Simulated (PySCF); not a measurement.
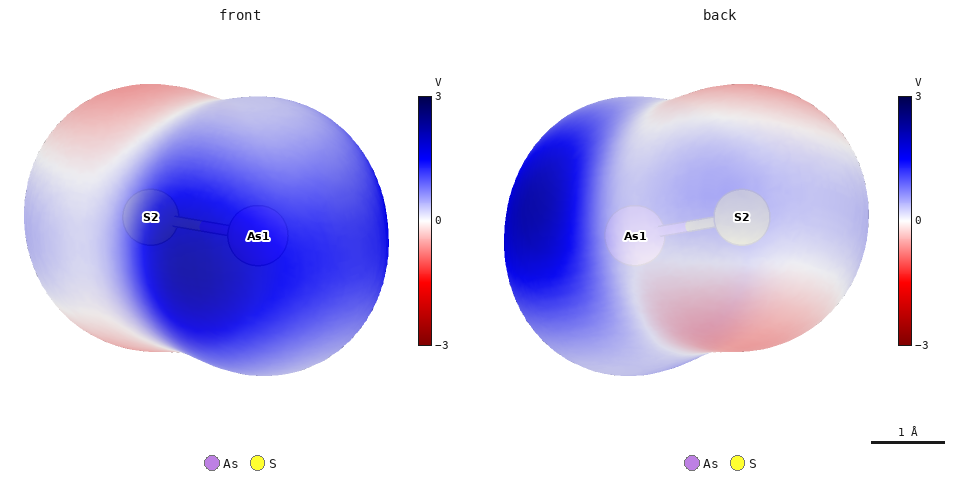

The picture shows: AsS (doublet). The electrostatic potential painted on the density surface at 0.004 e/bohr³, seen from the front and from behind; red is negative and blue positive.

All numbers below come from PySCF, PBE0/def2-TZVPP, non-relativistic Hamiltonian with scalar-relativistic core potentials where named, at a bond length of 2.017 Å.

Q: Where is the surface potential most negative and most positive?

A: The most negative region (about −0.5 V) lies over S2, the most positive (about +2.2 V) over As1.
